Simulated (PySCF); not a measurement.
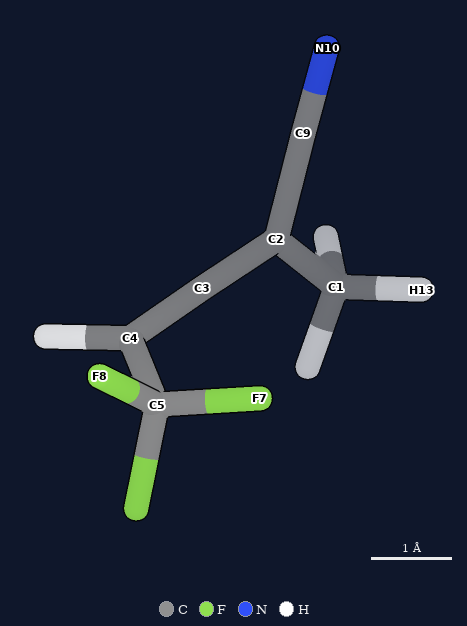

Fig. 1: The structure as given in the input (stick view, seen at a tilt; atoms are numbered from 1 in the order of the input).

## Excited-state calculation of C6H4F3N

C6H4F3N, computed with TDDFT PBE0/def2-SVPD, vertical, gas phase, core orbitals frozen in the response (PySCF 2.14.0).

The geometry comes from this level: GFN2-xTB.

### Input file
```
{"job": {"kind": "uv", "xc": "PBE0", "basis": "def2-SVPD", "nstates": 6, "ntriplets": 2}, "charge": 0, "multiplicity": 1}
C     -2.005760     0.489594    -0.913969
C     -1.107662    -0.411221    -0.116219
C      0.195330    -0.409264    -0.190663
C      1.490474    -0.382494    -0.239961
C      2.308390     0.513064     0.645596
F      2.960687     1.449181    -0.068520
F      1.576752     1.166217     1.554944
F      3.248662    -0.170904     1.314461
C     -1.745707    -1.327358     0.760559
N     -2.292015    -2.058140     1.451340
H     -1.417441     1.125393    -1.569650
H     -2.695318    -0.108522    -1.508149
H     -2.590951     1.110780    -0.237086
H      2.073882    -0.986798    -0.919783
```

The first line tells a small driver script what to run in PySCF; the rest is the geometry in Å.

Machine: 1 CPU thread, shared host.

Launch command:
```bash
OMP_NUM_THREADS=1 python <driver script> task.json out
```

### What the program printed
```
coarse grid: 13320 points
cycle   1  E = -583.9929015771  dE =  1.657e+00  |g| = 9.053e-01  |ddm| = 8.166e+00
cycle   2  E = -583.7258941710  dE =  2.670e-01  |g| = 1.509e+00  |ddm| = 2.636e+00
cycle   3  E = -584.1378055970  dE = -4.119e-01  |g| = 2.605e-01  |ddm| = 1.943e+00
cycle   4  E = -584.1512481087  dE = -1.344e-02  |g| = 8.902e-02  |ddm| = 4.092e-01
cycle   5  E = -584.1527567362  dE = -1.509e-03  |g| = 2.920e-02  |ddm| = 1.491e-01
cycle   6  E = -584.1529472991  dE = -1.906e-04  |g| = 6.642e-03  |ddm| = 5.290e-02
cycle   7  E = -584.1529590052  dE = -1.171e-05  |g| = 1.522e-03  |ddm| = 1.675e-02
cycle   8  E = -584.1529595528  dE = -5.477e-07  |g| = 3.474e-04  |ddm| = 3.605e-03
final grid: 134544 points
cycle   9  E = -584.2312843410  dE = -3.323e-05  |g| = 7.247e-03  |ddm| = 1.067e-01
cycle  10  E = -584.2312801136  dE =  4.227e-06  |g| = 9.057e-03  |ddm| = 2.358e-02
cycle  11  E = -584.2312957670  dE = -1.565e-05  |g| = 8.237e-04  |ddm| = 1.083e-02
cycle  12  E = -584.2312959006  dE = -1.336e-07  |g| = 1.829e-04  |ddm| = 1.461e-03
cycle  13  E = -584.2312959057  dE = -5.062e-09  |g| = 9.611e-05  |ddm| = 5.508e-04
cycle  14  E = -584.2312959076  dE = -1.942e-09  |g| = 3.349e-05  |ddm| = 2.103e-04
cycle  15  E = -584.2312959078  dE = -2.090e-10  |g| = 1.323e-05  |ddm| = 6.004e-05
```

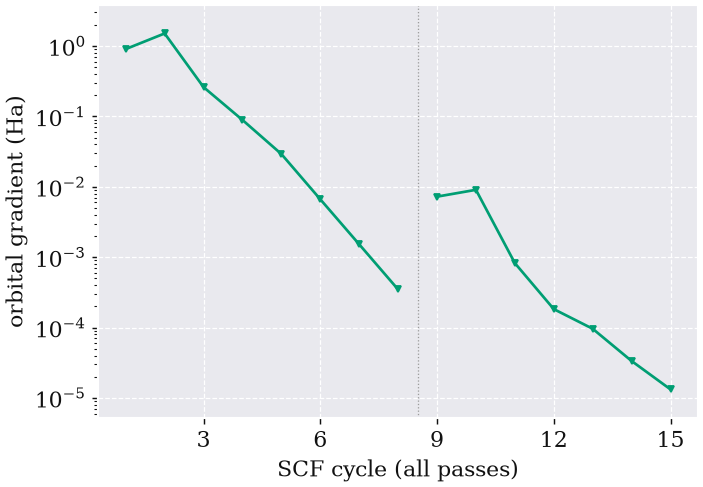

Fig. 2: Convergence of the self-consistent field: orbital gradient against the SCF cycle. The dotted line marks the change from a coarse to the final integration grid. The first 8 cycles use a coarse grid, the final grid takes over at cycle 9, and the field converges after 15 cycles in all.

```
converged SCF energy = -584.2312959078

Static polarisability (au): isotropic 82.095, principal 56.700 71.920 117.665

Singlet excitations
state   eV       nm        f      main configurations
  1   5.3905    230.0   0.00041   H->L+1 0.92
  2   5.7995    213.8   0.00023   H-1->L 0.93
  3   6.2991    196.8   0.35430   H->L 0.88
  4   6.5890    188.2   0.00012   H-2->L 0.96
  5   7.5056    165.2   0.02403   H->L+3 0.52, H->L+2 0.16
  6   7.5116    165.1   0.17410   H-1->L+1 0.41, H-2->L+1 0.22, H-4->L 0.15

Triplet excitations (Tamm-Dancoff, eV): 3.8865 4.6885
```

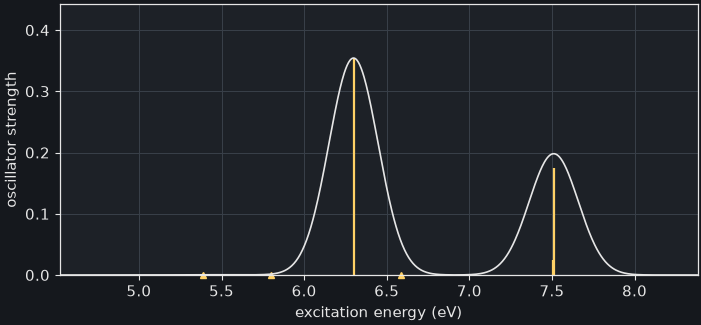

Fig. 3: Computed excitations as sticks (degenerate states added up, dark ones marked on the axis), with a Gaussian envelope of 0.35 eV full width at half maximum, scaled to the tallest. Of the 6 states the lowest lies at 5.39 eV (f = 0.000); the strongest line is at 6.30 eV, or 197 nm (f = 0.354).

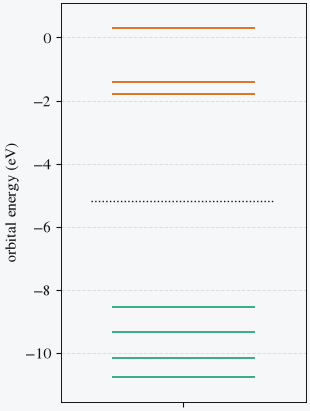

Fig. 4: Orbital energies near the frontier; the dotted line parts filled from empty levels, and levels within 0.02 eV of each other stand side by side. Highest filled −8.54 eV, lowest empty −1.81 eV, 6.73 eV apart.

### Results in brief

- outcome: converged
- total energy: −584.231296 hartree
- HOMO: −8.54 eV
- LUMO: −1.81 eV
- dipole moment: 3.86 D
- mean polarisability: 82.09 a.u.
- lowest singlet excitation: 5.39 eV
- wall time: 49 s
- peak memory: 0.97 GiB
